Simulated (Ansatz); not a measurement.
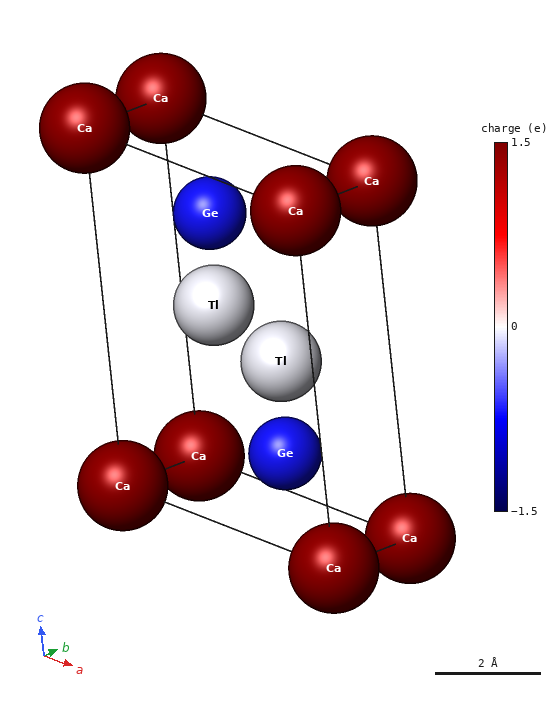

Spheres-only drawing of the structure, looking slightly off an axis. The edges of the cell (the run's own, in a reduced setting) are marked. The atoms of this CaTl$_{2}$Ge$_{2}$ cell are coloured by their Bader charge.

Method used: DFT PBE, scalar-relativistic, plane waves, PAW (Ansatz 0.2.0). It ran with a cutoff energy of 420 eV, k-points about 0.16 Å⁻¹ apart, Gaussian smearing of 0.1 eV, no spin polarisation.

Q: Summarise the charge transfer.

A: Most positive: Ca; most negative: Ge. Charges: about Ca +1.4 e; Tl 0.0 e; Ge -0.7 e.

The model was built from a structure type filled with these elements by a generator (whether the compound takes this form wasn't checked). Earlier steps of the study may have refined or changed the cell and positions. Ansatz was used for an electronic-structure calculation on it.
